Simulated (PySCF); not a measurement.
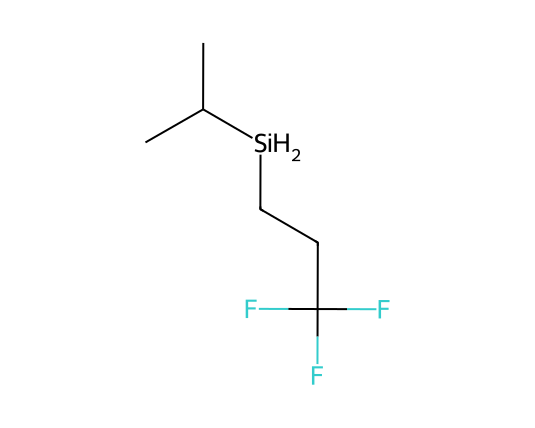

The geometry was computed by an optimisation with GFN2-xTB. No frequency run is at hand to confirm it as a minimum. Level of theory: PBE0/pcSseg-1, gas phase (PySCF 2.14.0).

> Give the LUMO energy (Kohn–Sham orbital) at this level.

0.83 eV.

> What is the dipole moment?

2.60 D.

> Give the HOMO energy (Kohn–Sham orbital) at this level.

−8.21 eV.

The geometry is semi-empirical. Around Si such bond lengths and angles can be off by a tenth of an ångström or more and by several degrees, and values that hang on the shape move with them.
